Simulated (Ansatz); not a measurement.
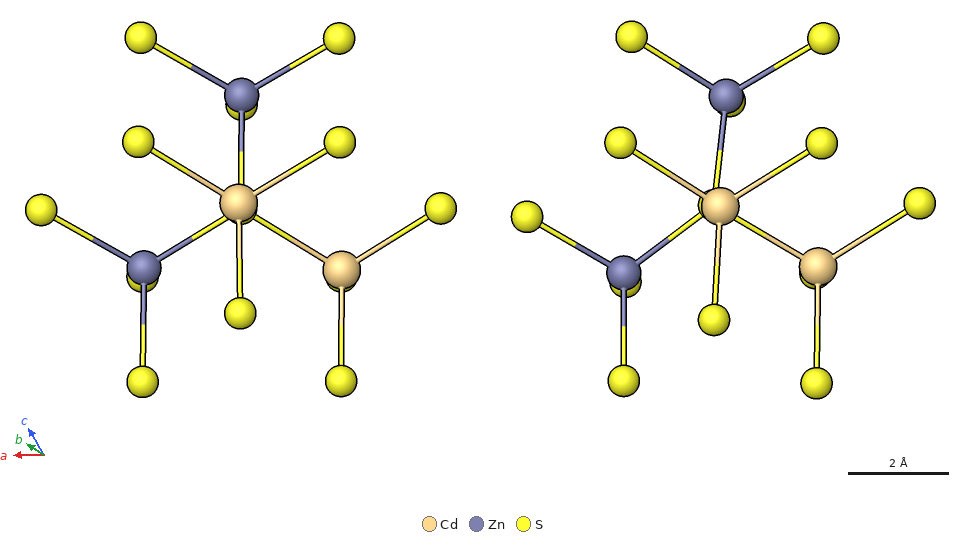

Two geometries of a crystal of Cd36Zn28S64 (a generated structure, set up in P1), drawn at one scale. One is the start of a relaxation, the other its converged end. A ball-and-stick model of the atoms within 4.2 Å of the atom that moves most (axes of the cell of the calculation), seen from a free direction.

These are results of Ansatz, DFT, PBEsol, PAW, plane waves, not measurements. Set-up: plane-wave cutoff 420 eV; k-point mesh 1 × 1 × 1; mesh shifted by (0.5, 0.5, 0.5); no spin polarisation; cell relaxed at fixed shape; force threshold 0.03 eV/Å; at most 80 steps.

**Which of the two is the end point?**

The right one is the relaxed one. After 4 geometry steps the energy has fallen by 56.0 meV per atom. The largest force component goes from 1.9 to 0.024 eV/Å. The pressure goes from 0.99 to 0.00 GPa. The largest move relative to the cell is that of an S atom, 0.25 Å roughly along [1 −1 1]. By element the largest moves are S 0.25 Å, Cd 0.16 Å, Zn 0.15 Å. The volume changes by −0.4 %, with a = b = c 15.905 → 15.885 Å (−0.1 %). Some distances before and after: S–Zn 2.475 → 2.327 Å, S–Zn 2.491 → 2.350 Å, Cd–S 2.412 → 2.531 Å, Cd–S 2.403 → 2.515 Å. Among the angles between lasting bonds that change: Zn–S–Zn 110.0° → 120.3°, Cd–S–Cd 109.2° → 102.1°, S–Cd–S 111.0° → 116.2°. The space group stays P1 (No. 1).
